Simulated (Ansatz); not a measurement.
**A ladder of methods for BH2ClO (SMILES OBCl)**

BH2ClO has 5 atoms, charge 0, and is taken as a singlet. SMILES: `OBCl`. The shape was relaxed beforehand at B3LYP/def2-SVP. This is one conformer, not always the lowest.

```xyz
5

O    -0.8622   -0.6203   -0.0035
B     0.3798   -0.1359    0.1371
Cl    0.7927    1.5090   -0.3995
H    -1.4861   -0.0013   -0.4096
H     1.2257   -0.8252    0.6341
```

Each level gives the dissociation energy of the B2–O1 bond into doublet BHCl and doublet OH (shapes relaxed at B3LYP/def2-SVP, no zero-point term) (eV). The values are calculated.

| level | kind | program | value (eV) | CPU time (all runs) |
| --- | --- | --- | --- | --- |
| HF/def2-TZVPP | Hartree–Fock | Ansatz | 5.15 | 1.4 s |
| PBE/def2-TZVPP | GGA | Ansatz | 6.71 | 3.1 s |
| r2SCAN/def2-TZVPP | meta-GGA | Ansatz | 6.51 | 6.5 s |
| B3LYP/def2-TZVPP | global hybrid | Ansatz | 6.54 | 3.6 s |
| PBE0-D4/def2-TZVPP | global hybrid | Ansatz | 6.61 | 3.4 s |
| wB97M-V/def2-TZVPP | range-separated hybrid | Ansatz | 6.82 | 13 s |
| MP2/def2-TZVPP | perturbation theory | Ansatz | 6.96 | 1.9 s |

The values span 5.15 to 6.96 eV. Hartree–Fock misses the correlation of the electron pair that is broken and comes out low. Measured bond enthalpies also hold zero-point and thermal terms, a few tenths of an eV less. Times are those of the runs behind each value, whatever else they computed, on shared processors of several kinds: orders of magnitude only.

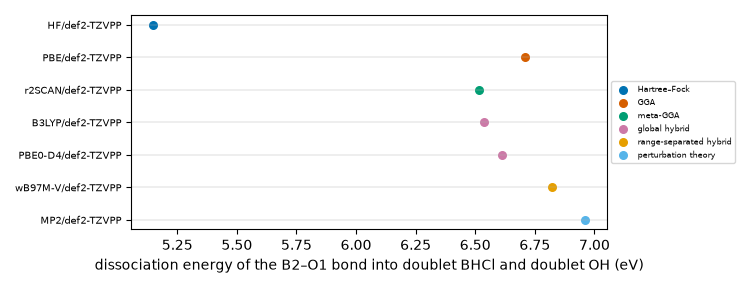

The values of the table, level by level.
